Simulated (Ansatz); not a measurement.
# BClHO with multiplicity 2: molecular dynamics

Aim: follow the molecule's vibrations and see whether its bonds hold. The start is relaxed first. Runs: 250 steps of 0.5 fs under a Langevin thermostat at 300 K; 40 steps of 2 fs at constant energy, with velocities drawn for 700 K. SMILES of the start: O[B]Cl.

Method: UKS PBE-D4/def2-SVP, in Ansatz 0.2.0.

### 1 The system as given

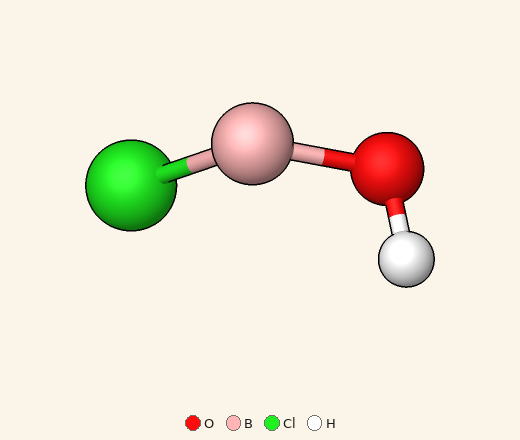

Start, viewed from a chosen angle; oxygen red, boron pink, chlorine green, hydrogen white.

Structure file:

```xyz
4

O     0.3695    0.1363   -0.9296
B    -0.7263   -0.1471    0.0252
Cl   -0.3419   -1.1124    1.5241
H     0.7543    1.0629   -0.6400
```

### 2 Relaxing the start

Contents of input.yaml:

```yaml
crystal:
  periodic: [false, false, false]
  atoms:
    - { symbol: O, position_ang: [0.3695, 0.1363, -0.9296] }
    - { symbol: B, position_ang: [-0.7263, -0.1471, 0.0252] }
    - { symbol: Cl, position_ang: [-0.3419, -1.1124, 1.5241] }
    - { symbol: H, position_ang: [0.7543, 1.0629, -0.64] }
magnetization:
  spin_polarized: true
  initial_magnetization: 1
basis:
  gaussian: { orbitals: def2-SVP }
hamiltonian:
  xc: pbe
  dispersion: d4
relax:
  f_tol: 0.02
  max_steps: 40
```

Command:

```bash
$ ansatz run input.yaml --threads 1 --pin off --max-ram 2048MiB --backend cpu --events-out ev --progress --plain --runs-dir out
```

Output, cut to the lines that bear on the results:

```text
Warning: RAYON_NUM_THREADS=1 ignored (pool sized by the plan → 1); use --threads N
[...]
Functional definition: PBE
[...]
550 factors; their error is unknown
[...]
mean field -15247.45945906 eV, -560.3338000213 hartree, gradient 7.7e-6 eV, S^2 0.752911; 0 other end points of the search recorded, 0 dependent functions left out
[...]
reference -15247.45948425 eV, -560.3338009470 hartree; 16, 15 occupied and 35, 36 virtual orbitals, 550 factors
relax step   1: F+E_penalty+E_count = -15247.51747778 eV  Δ(F+E_penalty+E_count) = +0.000e0 eV  max|allowed force component| = 3.170e0 eV/Å  Δτ_max = 0.0000 Å  (28 SCF iters, accepted)
[...]
relax step   6: F+E_penalty+E_count = -15248.35770968 eV  Δ(F+E_penalty+E_count) = -8.372e-4 eV  max|allowed force component| = 1.051e-1 eV/Å  Δτ_max = 0.0160 Å  (25 SCF iters, accepted)
[...]
relax step   7: F+E_penalty+E_count = -15248.35836131 eV  Δ(F+E_penalty+E_count) = -6.516e-4 eV  max|allowed force component| = 9.064e-3 eV/Å  Δτ_max = 0.0081 Å  (26 SCF iters, accepted)
550 factors; their error is unknown
[...]
mean field -15248.30035622 eV, -560.3647024218 hartree, gradient 5.8e-5 eV, S^2 0.752419; 1 other end points of the search recorded, 0 dependent functions left out
[...]
reference -15248.30038175 eV, -560.3647033599 hartree; 16, 15 occupied and 35, 36 virtual orbitals, 550 factors
Total energy: -15248.35838684 eV, -560.3668350078 hartree
Atom 0 at     0.555824     0.185268    -0.594204 Å, force     0.004651    -0.005386     0.000184 eV/Å
Atom 1 at    -0.432193     0.069817     0.311620 Å, force    -0.005832    -0.005612     0.009064 eV/Å
Atom 2 at    -0.561873    -1.331719     1.362699 Å, force     0.001298     0.005927    -0.005400 eV/Å
Atom 3 at     0.493841     1.016334    -1.100415 Å, force    -0.000117     0.005071    -0.003849 eV/Å
Dipole moment:     0.106122     0.292070    -0.285155 e Å
```

Wall time 12 s (1 thread of AMD EPYC 7R43 (Zen 3), shared host); peak memory 0.15 GiB.

Relaxation path:

```tsv
step	energy from step 1 (eV)	largest force component (eV/Å)
1	0.0000	3.1700
2	-0.3298	1.8367
3	-0.5586	2.3571
4	-0.8128	0.4666
5	-0.8394	0.1731
6	-0.8402	0.1051
7	-0.8409	0.0091
```

Step 1 is the start.

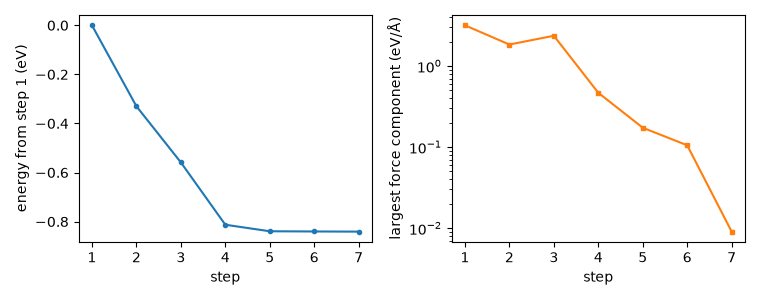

Energy and largest force along the relaxation.

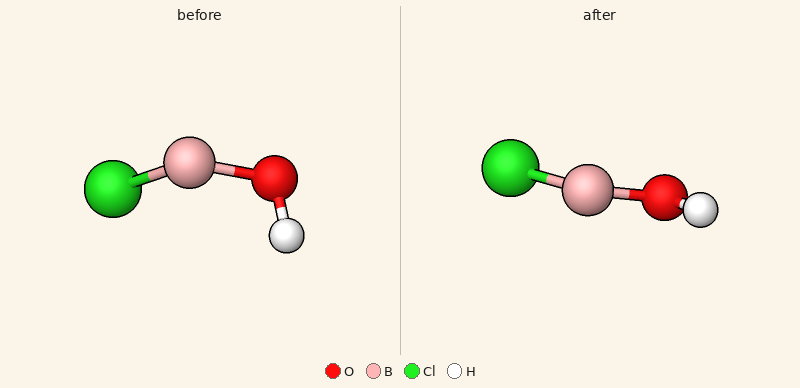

The structure before (left) and after (right), drawn at the same scale.

After: Bond lengths: O1–B2 1.345 Å, B2–Cl3 1.757 Å, O1–H4 0.975 Å. Angles: O1–B2–Cl3 121.7°, B2–O1–H4 112.1°.

### 3 Run 1

250 steps of 0.5 fs under a Langevin thermostat at 300 K, from the relaxed start.

Contents of input.yaml:

```yaml
crystal:
  periodic: [false, false, false]
  atoms:
    - { symbol: O, position_ang: [0.555824, 0.185268, -0.594204] }
    - { symbol: B, position_ang: [-0.432193, 0.069817, 0.31162] }
    - { symbol: Cl, position_ang: [-0.561873, -1.331719, 1.362699] }
    - { symbol: H, position_ang: [0.493841, 1.016334, -1.100415] }
magnetization:
  spin_polarized: true
  initial_magnetization: 1
basis:
  gaussian: { orbitals: def2-SVP }
hamiltonian:
  xc: pbe
  dispersion: d4
md:
  timestep: 0.5
  n_steps: 250
  ensemble: nvt_langevin
  temperature: 300.0
  initial_velocities: maxwell_boltzmann
  seed: 186619
  friction: 0.005
```

Command:

```bash
$ ansatz run input.yaml --threads 1 --pin off --max-ram 2048MiB --backend cpu --events-out ev --progress --plain --runs-dir out
```

Output, cut to the lines that bear on the results:

```text
Warning: RAYON_NUM_THREADS=1 ignored (pool sized by the plan → 1); use --threads N
[...]
Functional definition: PBE
[...]
550 factors; their error is unknown
[...]
mean field -15248.30036137 eV, -560.3647026111 hartree, gradient 1.7e-5 eV, S^2 0.752419; 0 other end points of the search recorded, 0 dependent functions left out
[...]
reference -15248.30038601 eV, -560.3647035168 hartree; 16, 15 occupied and 35, 36 virtual orbitals, 550 factors
md step     0: t =     0.00 fs  T =   225.0 K  F+E_penalty+E_count = -15248.35836646 eV  E_kin = 0.116334 eV  (27 SCF iters)
[...]
md step    32: t =    16.00 fs  T =   141.7 K  F+E_penalty+E_count = -15248.32391695 eV  E_kin = 0.073281 eV  (28 SCF iters)
[...]
md step    64: t =    32.00 fs  T =   231.2 K  F+E_penalty+E_count = -15248.30971042 eV  E_kin = 0.119554 eV  (27 SCF iters)
[...]
md step    96: t =    48.00 fs  T =   390.3 K  F+E_penalty+E_count = -15248.32652115 eV  E_kin = 0.201785 eV  (27 SCF iters, 3 dispersion substeps)
[...]
md step   128: t =    64.00 fs  T =   427.9 K  F+E_penalty+E_count = -15248.30892926 eV  E_kin = 0.221223 eV  (26 SCF iters, 3 dispersion substeps)
md step   129: t =    64.50 fs  T =   409.2 K  F+E_penalty+E_count = -15248.30718195 eV  E_kin = 0.211590 eV  (28 SCF iters, 3 dispersion substeps)
```

### 4 More of the same log: dynamics from the start

Output, continued, cut to the lines that bear on the results:

```text
md step   130: t =    65.00 fs  T =   397.3 K  F+E_penalty+E_count = -15248.30555148 eV  E_kin = 0.205417 eV  (27 SCF iters, 3 dispersion substeps)
[...]
md step   160: t =    80.00 fs  T =   505.9 K  F+E_penalty+E_count = -15248.33859755 eV  E_kin = 0.261550 eV  (26 SCF iters, 3 dispersion substeps)
[...]
md step   190: t =    95.00 fs  T =   308.0 K  F+E_penalty+E_count = -15248.26880777 eV  E_kin = 0.159270 eV  (27 SCF iters, 3 dispersion substeps)
[...]
md step   220: t =   110.00 fs  T =   280.3 K  F+E_penalty+E_count = -15248.26084380 eV  E_kin = 0.144935 eV  (23 SCF iters, 3 dispersion substeps)
[...]
md step   249: t =   124.50 fs  T =   445.4 K  F+E_penalty+E_count = -15248.33529284 eV  E_kin = 0.230294 eV  (26 SCF iters, 3 dispersion substeps)
[...]
md step   250: t =   125.00 fs  T =   428.3 K  F+E_penalty+E_count = -15248.33248723 eV  E_kin = 0.221466 eV  (28 SCF iters, 3 dispersion substeps)
Total energy: -15248.33251212 eV, -560.3658841295 hartree
Atom 0 at     1.052209     0.377122    -0.060483 Å, force     0.373841    -0.525429    -0.318519 eV/Å
Atom 1 at    -0.078216     0.420061     0.644060 Å, force    -0.400912     0.276011     0.213227 eV/Å
Atom 2 at    -1.010375    -1.017338     1.077371 Å, force     0.211674     0.104895    -0.080782 eV/Å
Atom 3 at     1.481211     1.211227    -0.315167 Å, force    -0.184603     0.144523     0.186075 eV/Å
Dipole moment:     0.315397     0.282374    -0.189760 e Å
```

It took 5.3 min on 1 thread of AMD EPYC 7R43 (Zen 3), shared host; peak memory 0.12 GiB.

### 5 Frames and traces

The trajectory, every 18 steps (energies from step 0):

```tsv
time (fs)	T (K)	potential energy change (meV/atom)
0.0	225	0.0
9.0	163	9.6
18.0	136	11.7
27.0	183	8.5
36.0	230	9.1
45.0	347	11.1
54.0	359	13.7
63.0	418	11.7
72.0	366	14.2
81.0	512	8.9
90.0	313	23.8
99.0	381	13.2
108.0	252	24.2
117.0	355	12.6
125.0	428	6.5
```

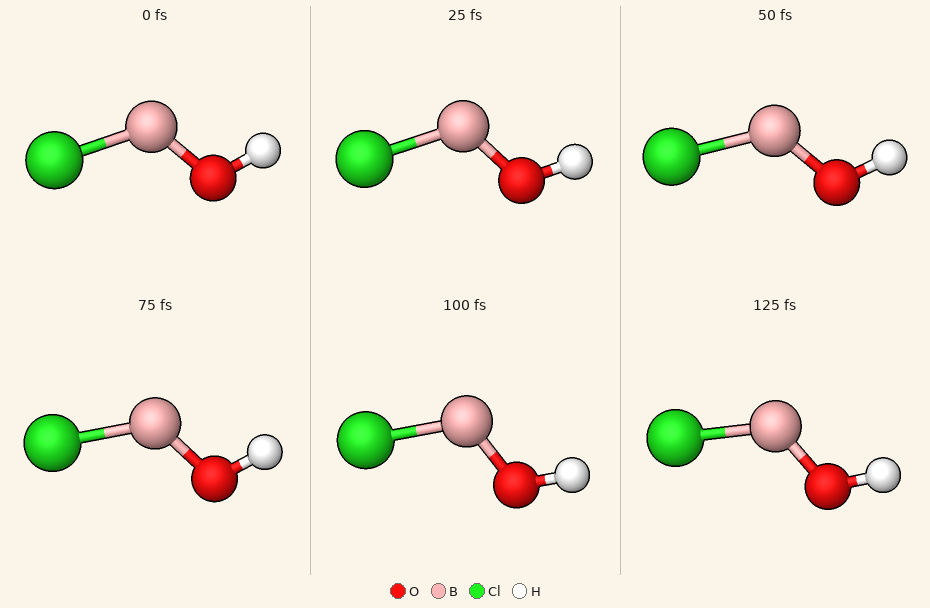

The system at six times, viewed from a chosen angle. Sticks join atoms within a bonding distance in each frame.

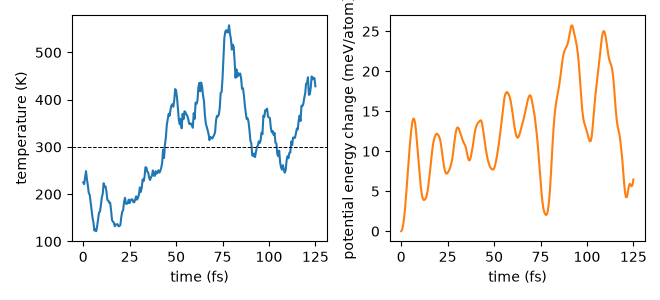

Time series of the run, each on its own scale. The dashed line is the set temperature.

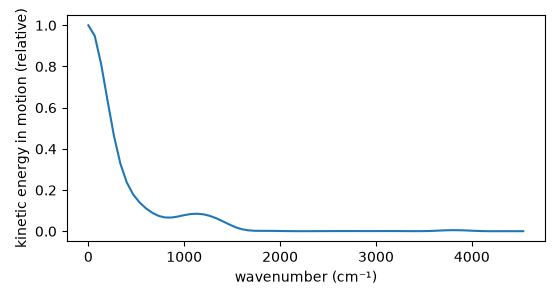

Power spectrum of the mass-weighted velocities; a run of 125 fs resolves no finer than about 530 cm⁻¹.

### 6 Frames from the trajectory

Positions (Å) and forces (eV/Å):

```xyz
4
time_fs=15.5 T=145 dE=0.0300
O     0.605    0.165   -0.544   -0.640    0.025    0.555
B    -0.416    0.121    0.368    0.946    0.158   -0.897
Cl   -0.597   -1.321    1.319   -0.225   -0.316    0.359
H     0.658    1.004   -1.033   -0.081    0.133   -0.017
4
time_fs=31.0 T=205 dE=0.0512
O     0.641    0.207   -0.493    1.207    0.425   -1.467
B    -0.332    0.187    0.382   -1.208   -0.563    1.199
Cl   -0.644   -1.314    1.292   -0.018    0.366   -0.040
H     0.683    1.016   -1.048    0.019   -0.228    0.308
4
time_fs=47.0 T=379 dE=0.0343
O     0.721    0.291   -0.498   -0.876   -0.073    0.749
B    -0.275    0.217    0.451    0.691   -0.106   -0.687
Cl   -0.712   -1.291    1.283    0.244    0.407   -0.291
H     0.783    1.181   -0.906   -0.060   -0.228    0.230
4
time_fs=62.5 T=436 dE=0.0468
O     0.789    0.336   -0.437    0.078   -0.113   -0.076
B    -0.176    0.214    0.487   -0.444    0.451    0.352
Cl   -0.798   -1.241    1.246    0.275   -0.104   -0.236
H     0.882    1.287   -0.656    0.092   -0.233   -0.040
4
time_fs=78.0 T=543 dE=0.0081
O     0.853    0.311   -0.349    0.035   -0.399   -0.002
B    -0.138    0.301    0.554   -0.286   -0.106    0.318
Cl   -0.860   -1.185    1.188    0.152    0.196   -0.183
H     1.159    1.213   -0.527    0.099    0.309   -0.133
4
time_fs=94.0 T=303 dE=0.0953
O     0.909    0.286   -0.247   -0.611   -0.415    0.482
B    -0.128    0.411    0.629    0.822   -0.521   -0.684
Cl   -0.905   -1.106    1.146   -0.011    0.456    0.020
H     1.442    1.023   -0.575   -0.200    0.481    0.182
4
time_fs=109.5 T=272 dE=0.0996
O     0.950    0.271   -0.149    0.923    1.376   -0.360
B    -0.104    0.401    0.656   -0.186    0.104    0.184
Cl   -0.934   -1.028    1.106   -0.881   -0.846    0.505
H     1.311    1.192   -0.214    0.144   -0.634   -0.330
4
time_fs=125.0 T=428 dE=0.0259
O     1.052    0.377   -0.060    0.374   -0.525   -0.319
B    -0.078    0.420    0.644   -0.401    0.276    0.213
Cl   -1.010   -1.017    1.077    0.212    0.105   -0.081
H     1.481    1.211   -0.315   -0.185    0.144    0.186
```

On run 1: Against a set 300 K the second half averages 373 K with a spread of 76 K. The bonds all hold.

### 7 Run 2

40 steps of 2 fs at constant energy, with velocities drawn for 700 K, from the relaxed start.

Changes to input.yaml since step 3:

```diff
@@ -16,8 +16,7 @@
 md:
-  timestep: 0.5
-  n_steps: 250
-  ensemble: nvt_langevin
-  temperature: 300.0
+  timestep: 2.0
+  n_steps: 40
+  ensemble: nve
+  temperature: 700.0
   initial_velocities: maxwell_boltzmann
-  seed: 186619
-  friction: 0.005
+  seed: 567885
```

Command:

```bash
$ ansatz run input.yaml --threads 1 --pin off --max-ram 2048MiB --backend cpu --events-out ev --progress --plain --runs-dir out
```

Output, cut to the lines that bear on the results:

```text
Warning: RAYON_NUM_THREADS=1 ignored (pool sized by the plan → 1); use --threads N
[...]
Functional definition: PBE
[...]
550 factors; their error is unknown
[...]
mean field -15248.30036137 eV, -560.3647026111 hartree, gradient 1.7e-5 eV, S^2 0.752419; 0 other end points of the search recorded, 0 dependent functions left out
[...]
reference -15248.30038601 eV, -560.3647035168 hartree; 16, 15 occupied and 35, 36 virtual orbitals, 550 factors
md step     0: t =     0.00 fs  T =   700.0 K  F+E_penalty+E_count = -15248.35836646 eV  E_kin = 0.180964 eV  conserved = -15248.17740246 eV  (27 SCF iters)
[...]
md step    10: t =    20.00 fs  T =   278.9 K  F+E_penalty+E_count = -15248.24699213 eV  E_kin = 0.072093 eV  conserved = -15248.17489904 eV  (26 SCF iters, 5 dispersion substeps)
[...]
md step    20: t =    40.00 fs  T =   359.1 K  F+E_penalty+E_count = -15248.27460793 eV  E_kin = 0.092838 eV  conserved = -15248.18177042 eV  (25 SCF iters, 5 dispersion substeps)
[...]
md step    30: t =    60.00 fs  T =   407.6 K  F+E_penalty+E_count = -15248.28287659 eV  E_kin = 0.105382 eV  conserved = -15248.17749442 eV  (26 SCF iters, 5 dispersion substeps)
[...]
md step    39: t =    78.00 fs  T =   162.4 K  F+E_penalty+E_count = -15248.22208813 eV  E_kin = 0.041988 eV  conserved = -15248.18010053 eV  (25 SCF iters, 5 dispersion substeps)
[...]
md step    40: t =    80.00 fs  T =   139.5 K  F+E_penalty+E_count = -15248.20959434 eV  E_kin = 0.036069 eV  conserved = -15248.17352522 eV  (27 SCF iters, 5 dispersion substeps)
Total energy: -15248.20961932 eV, -560.3613679023 hartree
Atom 0 at     0.559330     0.203222    -0.625250 Å, force    -1.132888    -1.844387     1.576959 eV/Å
Atom 1 at    -0.469861     0.050826     0.289500 Å, force     1.250666     0.386951    -0.792087 eV/Å
Atom 2 at    -0.560534    -1.336056     1.376872 Å, force    -0.051529     0.084959    -0.314860 eV/Å
Atom 3 at     0.795053     1.087568    -0.868858 Å, force    -0.066249     1.372476    -0.470011 eV/Å
Dipole moment:     0.182783     0.299782    -0.178015 e Å
```

It took 51 s on 1 thread of AMD EPYC 7R43 (Zen 3), shared host; peak memory 0.12 GiB.

### 8 Frames and traces

The trajectory, every 2 steps (energies from step 0):

```tsv
time (fs)	T (K)	potential energy change (meV/atom)	total energy change (meV/atom)
0.0	700	0.0	0.00
4.0	463	17.1	1.82
8.0	259	28.8	0.32
12.0	344	23.6	0.60
16.0	298	25.6	-0.40
20.0	279	27.8	0.63
24.0	358	21.3	-0.82
28.0	367	22.3	0.82
32.0	481	13.4	-0.78
36.0	531	11.1	0.16
40.0	359	20.9	-1.09
44.0	239	30.0	0.20
48.0	330	22.1	-1.79
52.0	202	32.0	-0.17
56.0	185	32.5	-0.78
60.0	408	18.9	-0.02
64.0	559	8.5	-0.62
68.0	419	18.8	0.67
72.0	387	20.5	0.32
76.0	201	33.3	1.05
80.0	140	37.2	0.97
```

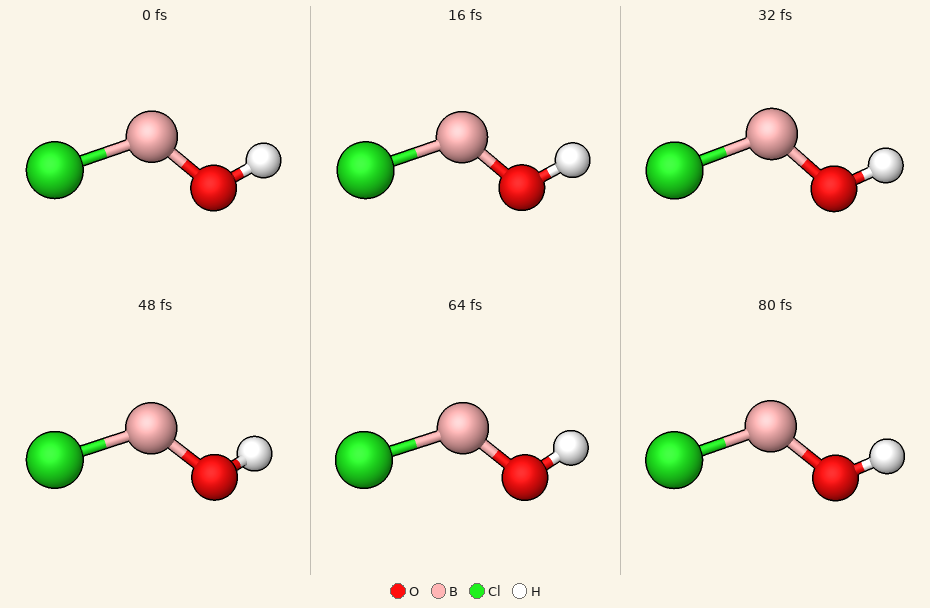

Six frames of the run, seen from a chosen angle. Sticks join atoms within a bonding distance in each frame.

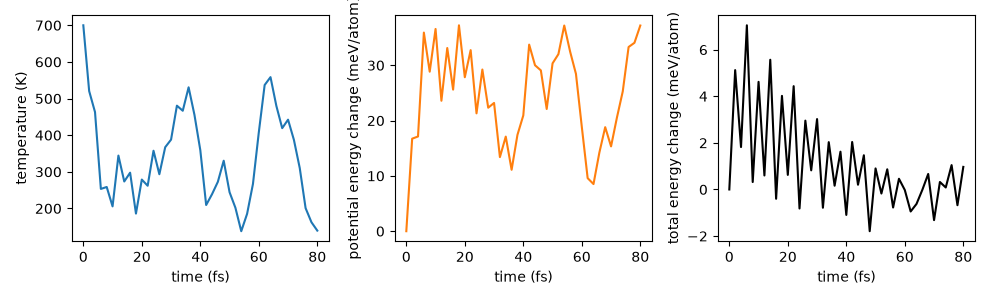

Traces against time; each panel has its own scale.

### 9 Snapshots as a file

Positions (Å) and forces (eV/Å):

```xyz
4
time_fs=10.0 T=206 dE=0.1463
O     0.537    0.175   -0.595    0.548    1.306   -0.352
B    -0.445    0.025    0.325    0.320    1.670   -1.016
Cl   -0.556   -1.316    1.354   -0.148   -1.315    0.784
H     0.717    1.116   -0.932   -0.719   -1.661    0.584
4
time_fs=20.0 T=279 dE=0.1114
O     0.538    0.159   -0.592    0.925    1.251   -0.767
B    -0.448    0.087    0.285   -0.693   -0.749    1.315
Cl   -0.553   -1.328    1.361   -0.242    0.222   -0.227
H     0.644    1.122   -0.808    0.011   -0.723   -0.321
4
time_fs=30.0 T=388 dE=0.0928
O     0.567    0.175   -0.607   -1.389   -1.325    1.930
B    -0.475    0.103    0.317    1.561   -0.592   -0.815
Cl   -0.557   -1.337    1.365   -0.143    0.510   -0.307
H     0.593    1.013   -1.044   -0.029    1.407   -0.808
4
time_fs=40.0 T=359 dE=0.0838
O     0.547    0.200   -0.578    1.363   -0.789   -0.552
B    -0.409    0.072    0.309   -1.317    0.038    0.775
Cl   -0.564   -1.334    1.361    0.136    0.056    0.051
H     0.465    0.837   -1.289   -0.182    0.695   -0.274
4
time_fs=50.0 T=244 dE=0.1214
O     0.576    0.209   -0.589   -1.028    0.560   -0.758
B    -0.416    0.047    0.333    0.170    0.579   -0.891
Cl   -0.568   -1.330    1.359    0.134   -0.489    0.516
H     0.225    0.825   -1.308    0.724   -0.650    1.133
4
time_fs=60.0 T=408 dE=0.0755
O     0.582    0.206   -0.601   -1.260    0.929   -0.284
B    -0.427    0.057    0.309    0.378   -0.186   -0.321
Cl   -0.569   -1.336    1.369    0.112    0.088    0.009
H     0.259    0.965   -1.179    0.769   -0.832    0.596
4
time_fs=70.0 T=442 dE=0.0613
O     0.550    0.210   -0.604    1.006   -0.945   -0.179
B    -0.424    0.057    0.269   -0.938   -0.139    1.027
Cl   -0.566   -1.340    1.379    0.125    0.369   -0.488
H     0.641    1.055   -1.045   -0.193    0.715   -0.360
4
time_fs=80.0 T=140 dE=0.1488
O     0.559    0.203   -0.625   -1.133   -1.844    1.577
B    -0.470    0.051    0.289    1.251    0.387   -0.792
Cl   -0.560   -1.336    1.377   -0.051    0.085   -0.315
H     0.795    1.088   -0.869   -0.066    1.373   -0.470
```

Reading of run 2. The temperature starts at 700 K and averages 309 K in the second half, where it ranges from 138 to 559 K; a mean near half the start is what vibrations about a minimum give, since they share energy equally between motion and strain. The total energy strays from its start by at most 7.05 meV/atom, 32 % of the mean kinetic energy, which is poor: the step of 2 fs is too long for the fastest motion. The bonding pattern survives the run.

### 10 Outcome

| quantity | value |
| --- | --- |
| relaxation of the start | 6 moves, 0.841 eV lower |
| run 1: length | 250 steps of 0.5 fs |
| run 1: temperature, first and last step | 225 and 428 K |
| run 1: temperature, second half | mean 373 K, from 246 to 557 K |
| run 1: potential energy, second half | +15 meV/atom from this run's first step |
| run 1: bonds formed or broken | 0 |
| run 2: length | 40 steps of 2 fs |
| run 2: temperature, first and last step | 700 and 140 K |
| run 2: temperature, second half | mean 309 K, from 138 to 559 K |
| run 2: potential energy, second half | +25 meV/atom from this run's first step |
| run 2: largest change of the total energy | 7.05 meV/atom |
| run 2: bonds formed or broken | 0 |

**Reading.** Mean temperatures of the second halves: 373 K, 309 K. No bond formed or broke in any run. Averages from a run of 80 fs with 4 atoms are rough. The nuclei move classically, without zero-point motion, which matters most for hydrogen.
